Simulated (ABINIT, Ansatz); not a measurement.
## BAs (F-43m): from Born charge to LO-TO splitting

Wanted: the LO mode of BAs (F-43m) from the TO mode and the field response.

Method: DFT LDA, scalar-relativistic, plane waves, PseudoDojo norm-conserving pseudopotentials, in ABINIT 10.8.3.

**1. The relaxed structure**

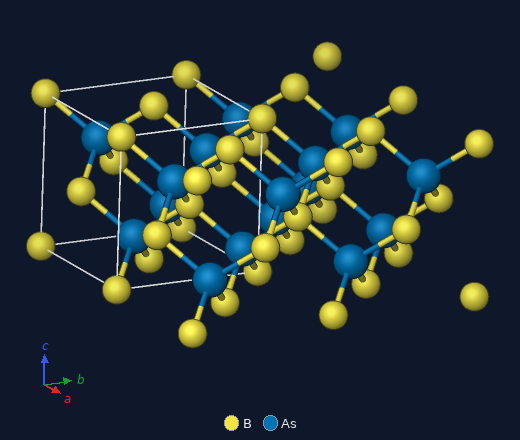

Start, viewed slightly off an axis; boron yellow, arsenic blue. 2×2×1 cells are drawn. This picture shows the conventional cell, with its axes. Bonds to atoms that aren't drawn are left out. Some periodic images of atoms are drawn too.

Coordinates:

```
B As
1.0
    -2.36605    0.00000    2.36605
     0.00000    2.36605    2.36605
    -2.36605    2.36605    0.00000
B As
1 1
Direct
  0.00000 0.00000 0.00000
  0.25000 0.25000 0.25000
```

This is the cell after its relaxation at this level of theory, not the database cell from which that began.

**2. What the response run gave**

A linear-response run on the relaxed cell, with the response to an electric field; only its zone-centre results are used. Cutoff 47 Ha, k mesh 8×8×8 with shifts.

Numbers of over 12 decimals in the logs are rounded to 6 here.

The program printed:

```text
[banners, grids, parts of the stress and lines that vanish by symmetry left out]
- input  file    -> dfpt_gamma.abi
- output file    -> dfpt_gamma.abo
- root for input  files -> dfpt_gammai
[...]
DATASET    1 : space group F-4 3 m (#216); Bravais cF (face-center cubic)
[...]
nfft =       64000          nkpt =        1024
[...]
DATASET    2 : space group F-4 3 m (#216); Bravais cF (face-center cubic)
[...]
nfft =       64000          nkpt =        1024
[...]
== DATASET  1 ==================================================================
[...]
cutoff_energies: {ecut:  47.0, pawecutdg:  -1.0, }
[...]
- 33.00000  15.00000  180309                  znucl, zion, pspdat
[...]
Perturbation : derivative vs k along direction   1
[...]
-ETOT  1  -60.890230255229     -6.089E+01 2.276E+00 0.000E+00
 ETOT  2  -61.043661367262     -1.534E-01 1.311E-01 0.000E+00
 ETOT  3  -61.046658453414     -2.997E-03 2.943E-03 0.000E+00
 ETOT  4  -61.046757265900     -9.881E-05 1.018E-04 0.000E+00
 ETOT  5  -61.046761444574     -4.179E-06 1.346E-05 0.000E+00
[...]
At SCF step   19   max residual=  1.00E-20 < tolwfr=  1.00E-20 =>converged.
[...]
Perturbation : derivative vs k along direction   2
[...]
-ETOT  1  -60.890230254865     -6.089E+01 2.276E+00 0.000E+00
[...]
At SCF step   19   max residual=  1.00E-20 < tolwfr=  1.00E-20 =>converged.
[...]
Perturbation : derivative vs k along direction   3
[...]
-ETOT  1  -60.890230254500     -6.089E+01 2.276E+00 0.000E+00
[...]
At SCF step   19   max residual=  1.00E-20 < tolwfr=  1.00E-20 =>converged.
[...]
1        1       1.4374079174   -0.0000000000
     1        2      -0.7187039587   -0.0000000000
     1        3      -0.7187039587    0.0000000000
     2        1      -0.7187039587   -0.0000000000
     2        2       1.4374079174    0.0000000000
     2        3       0.7187039587    0.0000000000
     3        1      -0.7187039587    0.0000000000
     3        2       0.7187039587    0.0000000000
     3        3       1.4374079174   -0.0000000000
[...]
== DATASET  2 ==================================================================
[...]
cutoff_energies: {ecut:  47.0, pawecutdg:  -1.0, }
[...]
Perturbation : displacement of atom   1   along direction   1
[...]
-ETOT  1   7.834003     -2.370E+02 1.123E+00 2.256E+03
[...]
At SCF step    9       vres2   =  2.19E-11 < tolvrs=  1.00E-10 =>converged.
[...]
At SCF step    9       vres2   =  8.13E-11 < tolvrs=  1.00E-10 =>converged.
[...]
-ETOT  1   4.385474     -1.371E+02 5.595E+00 1.531E+04
[...]
ETOT  8   1.076618     -1.470E-09 3.360E-09 1.541E-08
 ETOT  9   1.076618     -7.086E-11 1.841E-10 7.845E-11
 At SCF step    9       vres2   =  7.85E-11 < tolvrs=  1.00E-10 =>converged.
[...]
Dielectric tensor, in cartesian coordinates,
[...]
1    4   1    4         9.6011524859        -0.0000000000
   1    4   2    4        -0.0000000000        -0.0000000000
   1    4   3    4        -0.0000000000        -0.0000000000
   2    4   1    4        -0.0000000000        -0.0000000000
   2    4   2    4         9.6011524859        -0.0000000000
   2    4   3    4        -0.0000000000        -0.0000000000
   3    4   1    4        -0.0000000000        -0.0000000000
   3    4   2    4        -0.0000000000        -0.0000000000
   3    4   3    4         9.6011524859        -0.0000000000
  Effective charges, in cartesian coordinates,
[...]
1    1   1    4        -0.5381582884         0.0000000000
   2    1   1    4         0.0000000000         0.0000000000
   3    1   1    4        -0.0000000000         0.0000000000
   1    2   1    4         0.5381851989         0.0000000000
   2    2   1    4        -0.0000000000         0.0000000000
[...]
Effective charges, in cartesian coordinates,
[...]
Rigid-atom elastic tensor , in cartesian coordinates,
[...]
Rigid-atom proper piezoelectric tensor, in cartesian coordinates,
[...]
2    4   2    6        -0.0001025446         0.0000000000
   2    4   3    6         0.0000000000         0.0000000000
   3    4   1    5         0.0000000000         0.0000000000
   3    4   2    5        -0.0000000000         0.0000000000
   3    4   3    5        -0.0000000000         0.0000000000
   3    4   1    6         0.0000000000         0.0000000000
   3    4   2    6         0.0000000000         0.0000000000
   3    4   3    6        -0.0001025420         0.0000000000
  Phonon wavevector (reduced coordinates) :  0.00000  0.00000  0.00000
 Phonon energies in Hartree :
[...]
Phonon frequencies in cm-1    :
-  1.287417E+00  1.287417E+00  1.287418E+00  7.004632E+02  7.004632E+02
-  7.004632E+02
  Phonon at Gamma, with non-analyticity in the
[...]
Phonon energies in Hartree :
[...]
Phonon frequencies in cm-1    :
-  1.287417E+00  1.287417E+00  1.287418E+00  7.004632E+02  7.004632E+02
-  7.046838E+02
  Phonon at Gamma, with non-analyticity in the
[...]
Phonon energies in Hartree :
[...]
Phonon frequencies in cm-1    :
-  1.287417E+00  1.287418E+00  1.287418E+00  7.004632E+02  7.004632E+02
-  7.046838E+02
  Phonon at Gamma, with non-analyticity in the
[...]
Phonon energies in Hartree :
[...]
Phonon frequencies in cm-1    :
-  1.287417E+00  1.287418E+00  1.287418E+00  7.004632E+02  7.004632E+02
-  7.046838E+02
[...]
fcart2     0.0000000000E+00  0.0000000000E+00  0.0000000000E+00
           strten2     0.0000000000E+00  0.0000000000E+00  0.0000000000E+00
================================================================================
```

```
                       quantity   value
             cell volume Ω (Å³)  26.491
                  mass of B (u)  10.810
                 mass of As (u)  74.922
      Born charge of B, raw (e)  -0.538
     Born charge of As, raw (e)   0.538
                             ε∞   9.601
ω(TO) after the sum rule (cm⁻¹)   700.5
```

**3. The calculation**

The charges must sum to zero over the cell; taking off their mean, 0.000 e, leaves Z* = -0.538 e on B. In the polar mode B moves against As, so the reduced mass is μ = 10.81 × 74.92 / 85.73 = 9.447 u.

A longitudinal wave builds up a field that adds to the restoring force: ω(LO)² = ω(TO)² + 4π Z*² / (μ Ω ε∞), in Hartree atomic units. With μ = 17221 electron masses and Ω = 178.77 bohr³ the second term is 1.2315e-07 Ha², or 5932 cm⁻² (1 Ha = 219474.6 cm⁻¹).

So ω(LO) = √(490644 + 5932) = 704.7 cm⁻¹, and by the Lyddane-Sachs-Teller relation ε₀ = ε∞ (ω(LO)/ω(TO))² = 9.72.

**4. Check against the program**

The analysis program adds the same non-analytic term to the full matrix.

The program printed:

```text
[banners, grids, parts of the stress and lines that vanish by symmetry left out]
-outvars_anaddb: echo values of input variables ----------------------

 Flags :
[...]
Dielectric Tensor and Effective Charges
[...]
Effective charge tensors after
[...]
Phonon wavevector (reduced coordinates) :  0.00000  0.00000  0.00000
 Phonon energies in Hartree :
[...]
Phonon energies in meV     :
-  0.000000E+00  0.000000E+00  0.000000E+00  8.684636E+01  8.684636E+01
-  8.684636E+01
 Phonon frequencies in cm-1    :
-  0.000000E+00  0.000000E+00  0.000000E+00  7.004631E+02  7.004631E+02
-  7.004631E+02
 Phonon frequencies in Thz     :
-  0.000000E+00  0.000000E+00  0.000000E+00  2.099936E+01  2.099936E+01
-  2.099936E+01
 Phonon energies in Kelvin  :
-  0.000000E+00  0.000000E+00  0.000000E+00  1.007810E+03  1.007810E+03
-  1.007810E+03
[...]
-  1  0.00000000E+00  3.04072574E-07  2.52957062E-03
-     0.00000000E+00  0.00000000E+00  0.00000000E+00
-  2  0.00000000E+00  3.04072707E-07  2.52957172E-03
-     0.00000000E+00  0.00000000E+00  0.00000000E+00
[...]
-  1  0.00000000E+00  2.52957061E-03 -3.04072575E-07
-     0.00000000E+00  0.00000000E+00  0.00000000E+00
-  2  0.00000000E+00  2.52957172E-03 -3.04072707E-07
-     0.00000000E+00  0.00000000E+00  0.00000000E+00
[...]
-  1  2.52957063E-03  0.00000000E+00  0.00000000E+00
-     0.00000000E+00  0.00000000E+00  0.00000000E+00
-  2  2.52957173E-03  0.00000000E+00  0.00000000E+00
-     0.00000000E+00  0.00000000E+00  0.00000000E+00
[...]
-  1  7.16057367E-07 -1.01042875E-06  6.65913091E-03
-     0.00000000E+00  0.00000000E+00  0.00000000E+00
-  2 -1.03325261E-07  1.45802303E-07 -9.60895688E-04
-     0.00000000E+00  0.00000000E+00  0.00000000E+00
[...]
-  1  1.54645243E-06  6.65913077E-03  1.01026243E-06
-     0.00000000E+00  0.00000000E+00  0.00000000E+00
-  2 -2.23149160E-07 -9.60895668E-04 -1.45778305E-07
-     0.00000000E+00  0.00000000E+00  0.00000000E+00
[...]
-  1  6.65913081E-03 -1.54634377E-06 -7.16291992E-07
-     0.00000000E+00  0.00000000E+00  0.00000000E+00
-  2 -9.60895673E-04  2.23133481E-07  1.03359116E-07
-     0.00000000E+00  0.00000000E+00  0.00000000E+00
[...]
-     1          0.000000     0.000000     0.000000     0.000000
-     2          0.000000     0.000000    -0.000000     0.000000
-     3          0.000000    -0.000000     0.000000     0.000000
-     4         -0.000066     0.000092    -0.609516     0.609516
-     5         -0.000142    -0.609516    -0.000092     0.609516
-     6         -0.609516     0.000142     0.000066     0.609516
[...]
-   1     Real    0.0000E+00  0.0000E+00  0.0000E+00  0.0000E+00  0.0000E+00  0.0000E+00  0.0000E+00
[...]
-     0.00000000E+00  0.00000000E+00  0.00000000E+00
-  2  0.00000000E+00  3.03859732E-07  2.52957172E-03
-     0.00000000E+00  0.00000000E+00  0.00000000E+00
[...]
Phonon at Gamma, with non-analyticity in the
[...]
Phonon energies in Hartree :
[...]
Phonon energies in meV     :
-  0.000000E+00  0.000000E+00  0.000000E+00  8.684636E+01  8.684636E+01
-  8.736967E+01
 Phonon frequencies in cm-1    :
-  0.000000E+00  0.000000E+00  0.000000E+00  7.004631E+02  7.004631E+02
-  7.046839E+02
 Phonon frequencies in Thz     :
-  0.000000E+00  0.000000E+00  0.000000E+00  2.099936E+01  2.099936E+01
-  2.112589E+01
 Phonon energies in Kelvin  :
-  0.000000E+00  0.000000E+00  0.000000E+00  1.007810E+03  1.007810E+03
-  1.013883E+03
[...]
Phonon at Gamma, with non-analyticity in the
[...]
Phonon energies in Hartree :
[...]
Phonon energies in meV     :
-  0.000000E+00  0.000000E+00  0.000000E+00  8.684636E+01  8.684636E+01
-  8.736967E+01
 Phonon frequencies in cm-1    :
-  0.000000E+00  0.000000E+00  0.000000E+00  7.004631E+02  7.004631E+02
-  7.046839E+02
 Phonon frequencies in Thz     :
-  0.000000E+00  0.000000E+00  0.000000E+00  2.099936E+01  2.099936E+01
-  2.112589E+01
 Phonon energies in Kelvin  :
-  0.000000E+00  0.000000E+00  0.000000E+00  1.007810E+03  1.007810E+03
-  1.013883E+03
[...]
-  1  9.41991812E-07 -2.52957046E-03  0.00000000E+00
-     0.00000000E+00  0.00000000E+00  0.00000000E+00
-  2  9.41996624E-07 -2.52957156E-03  0.00000000E+00
-     0.00000000E+00  0.00000000E+00  0.00000000E+00
[...]
-  1  2.52957045E-03  9.42019732E-07  2.94453953E-07
-     0.00000000E+00  0.00000000E+00  0.00000000E+00
-  2  2.52957155E-03  9.42015739E-07  2.94449676E-07
-     0.00000000E+00  0.00000000E+00  0.00000000E+00
[...]
-  1  1.20569840E-03  3.98863547E-03 -5.19433388E-03
-     0.00000000E+00  0.00000000E+00  0.00000000E+00
-  2 -1.73979219E-04 -5.75549975E-04  7.49529194E-04
-     0.00000000E+00  0.00000000E+00  0.00000000E+00
[...]
-  1  5.30178983E-03 -3.69506036E-03 -1.60672947E-03
-     0.00000000E+00  0.00000000E+00  0.00000000E+00
-  2 -7.65034815E-04  5.33187831E-04  2.31846984E-04
-     0.00000000E+00  0.00000000E+00  0.00000000E+00
[...]
Direction                     Dielectric constant
[...]
Elastic Tensor (clamped ion) (unit:10^2GP):
[...]
Elastic Tensor (relaxed ion) (unit:10^2GP):
[...]
Calculation of the tensor related to piezoelectric effetc
[...]
Proper piezoelectric constants (clamped ion) (unit:c/m^2)
[...]
Increase cutoff energy or k-points sampling.
[...]
Proper piezoelectric constants (relaxed ion) (unit:c/m^2)
[...]
0.00000000      0.14125929     -0.00000000
      0.00000000     -0.00000000      0.14125946
-
```

```
    quantity  by hand  program
ω(LO) (cm⁻¹)    704.7    704.7
          ε₀     9.72     9.72
```

**5. Summary of results**

| Quantity | Value |
| --- | --- |
| TO mode | 700.5 cm⁻¹ |
| LO mode | 704.7 cm⁻¹ |
| static dielectric constant | 9.717 |

**Reading.** The LO mode of BAs (F-43m) lies at 705 cm⁻¹, 4 cm⁻¹ above the TO mode; the formula meets the program within 0.1 cm⁻¹, as it must for a cubic crystal with one polar mode. ω(LO)² − ω(TO)² goes with Z*²/ε∞: an error of 5 % in ε∞ would move the LO mode by 0.2 cm⁻¹, and semilocal functionals tend to overestimate ε∞. These are harmonic values at zero temperature, at the volume of this functional, for the structure held cubic; stability elsewhere in the zone is no part of this calculation.

[Host names and launcher messages were left out of these logs when they were recorded.]

[Logs are printed without paths, hosts, clocks, repeated set-up lines and the standing remarks that a program may print on its own settings, such as how far it seeks lower states.]

[Hosts, paths, dates, database ids (printed as entryN), source tags and the programs' standing remarks are cut or masked in the printed files.]
